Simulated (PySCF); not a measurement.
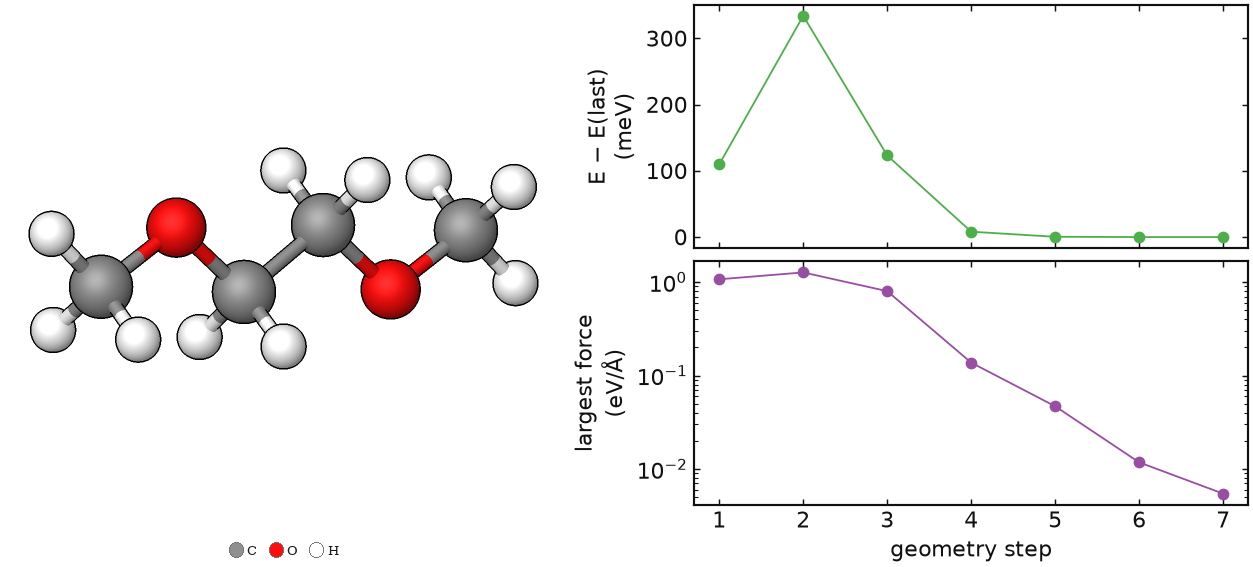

Beside the plot: the molecule at the start.

History of a geometry optimisation.

The run: 1,2-dimethoxyethane (SMILES COCCOC), by PBE0-D3(BJ)/def2-SVP, geometry optimisation in PySCF.

How did the optimisation end?

The optimisation met its thresholds at geometry 7, counting the start as the first. The energy fell by about 110 meV from the first step to the last, with a rise at step 2. The largest force goes from about 1.1 eV/Å at the start to 5 × 10⁻³ eV/Å at the end.

By which step was nine tenths of the energy gained?

By step 4 of 7.
